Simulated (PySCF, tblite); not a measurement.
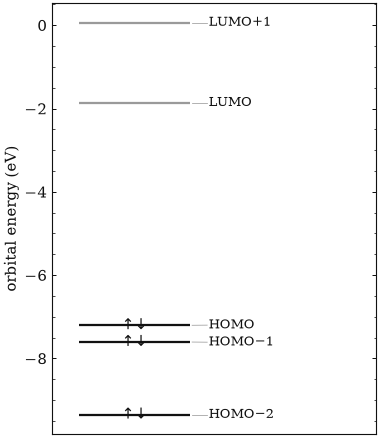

Kohn-Sham orbital energies near the frontier, B3LYP/def2-SVPD with PySCF 2.14.0, at a GFN2-xTB geometry (a minimum by its frequencies), isolated molecule; empty levels in grey, levels within 0.03 eV side by side.

Question: Which molecule has this level scheme?
A. C₅H₉BO₂, SMILES C=C[C@]1(C)COBO1
B. C₃H₁₄Si₃, SMILES [SiH3]CC[SiH2]C[SiH3]
C. C₃H₇BSi, SMILES B[C@@H]([SiH3])C#C
D. C₄H₁₁BClN, SMILES CCCNB(C)Cl

Answer: C. HOMO −7.20 eV, LUMO −1.86 eV, separation 5.34 eV.

Caveats: the tight-binding geometry is rougher than a DFT one and adds to the error; empty levels above zero depend strongly on the basis.
